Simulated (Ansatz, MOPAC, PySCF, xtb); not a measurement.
Dissociation curve of H₂ (cation, charge +1), doublet.

Levels: UKS-PBE = unrestricted PBE/cc-pVTZ run with Ansatz (a quantum-chemistry and plane-wave program); UHF/cc-pVTZ (PySCF); GFN1-xTB (xtb); PM7, unrestricted, heats of formation (MOPAC).

Energies are in eV, each relative to the lowest point of its own curve near equilibrium.

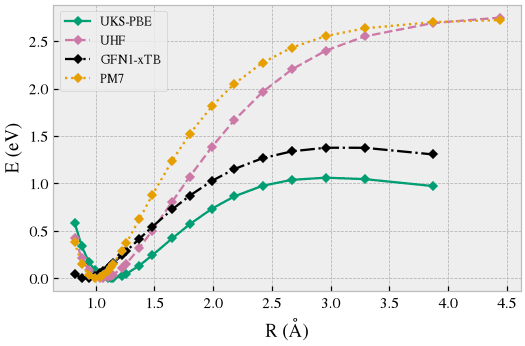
Fig. 1. Energy against bond length for each method.

| R / Å | UKS-PBE | UHF | GFN1-xTB | PM7 |
|---|---|---|---|---|
| 0.82 | 0.586 | 0.429 | 0.049 | 0.384 |
| 0.88 | 0.339 | 0.214 | 0.000 | 0.148 |
| 0.94 | 0.175 | 0.084 | 0.001 | 0.031 |
| 0.99 | 0.087 | 0.025 | 0.024 | 0.000 |
| 1.04 | 0.033 | 0.001 | 0.059 | 0.014 |
| 1.06 | 0.020 | 0.000 | 0.075 | 0.030 |
| 1.10 | 0.004 | 0.009 | 0.112 | 0.075 |
| 1.13 | 0.000 | 0.024 | 0.142 | 0.119 |
| 1.15 | 0.001 | 0.038 | 0.163 | 0.152 |
| 1.22 | 0.023 | 0.105 | 0.240 | 0.285 |
| 1.26 | 0.046 | 0.154 | 0.286 | 0.370 |
| 1.37 | 0.133 | 0.316 | 0.414 | 0.621 |
| 1.48 | 0.241 | 0.502 | 0.541 | 0.874 |
| 1.65 | 0.419 | 0.806 | 0.725 | 1.239 |
| 1.80 | 0.569 | 1.071 | 0.871 | 1.520 |
| 1.99 | 0.734 | 1.386 | 1.027 | 1.816 |
| 2.18 | 0.863 | 1.667 | 1.152 | 2.051 |
| 2.42 | 0.975 | 1.964 | 1.265 | 2.272 |
| 2.67 | 1.038 | 2.202 | 1.338 | 2.433 |
| 2.96 | 1.060 | 2.401 | 1.376 | 2.554 |
| 3.29 | 1.045 | 2.550 | 1.375 | 2.635 |
| 3.87 | 0.972 | 2.690 | 1.306 | 2.700 |
| 4.44 | — | 2.748 | — | 2.722 |

At the longest distance, 4.44 Å, UHF lies highest above its minimum (2.748 eV) and PM7 lowest (2.722 eV).

A dash means that the run gave no value there, or that the column was ended at a point which the program doubted or which failed a test of continuity chosen for this set; such a test can also cut sound points.
